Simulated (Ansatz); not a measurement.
Ru (hcp, Mg type): scan of one atom of the cell

Relaxed Ru (hcp, Mg type):

```xyz
2
Lattice="2.7046 0.0000 0.0000 -1.3523 2.3422 0.0000 0.0000 0.0000 4.2601" Properties=species:S:1:pos:R:3 pbc="T T T"
Ru     0.0000     1.5615     3.1951
Ru     1.3523     0.7807     1.0650
```

In this cell atom 1 (Ru, nearest neighbour Ru at 2.641 Å; its periodic images, 2.7 Å or more away, move with it) is moved by s along Cartesian z, unit vector (0.000, 0.000, 1.000); all other atoms and the cell stay fixed.

The numbers are results of r2SCAN (plane waves to 500 eV, PAW, scalar-relativistic; Ansatz, an electronic-structure program), not measurements. k mesh 16×16×9 (Γ-centred), Fermi-Dirac smearing 0.05 eV. E stands for the smeared free energy. With partly filled bands, energies and forces of such displacements shift with the k mesh and the smearing. Ru is run without spin polarisation. Ru was relaxed with its symmetry unable to fall. The zero of ΔE is the undisplaced structure.

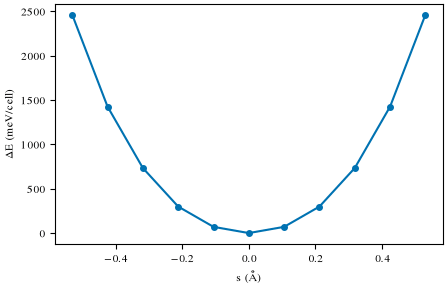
ΔE (meV/cell) against s (Å); computed points joined by lines.

The force along the line at s = -0.530 Å comes out as 11.5 eV/Å, the energy at s = 0.530 Å is 2462 meV/cell and the zone-centre optical wavenumber from k comes out as 256 cm⁻¹. Symmetry of the curve: even: the same for both signs. Shape of the curve: a single well with its minimum at or next to zero displacement.

With its periodic images moving along, the atom's site symmetry in this cell is -6m2.

(For displaced atoms, the force is minus the slope of the energy, and its curvature is a force constant, which sets phonon frequencies.)
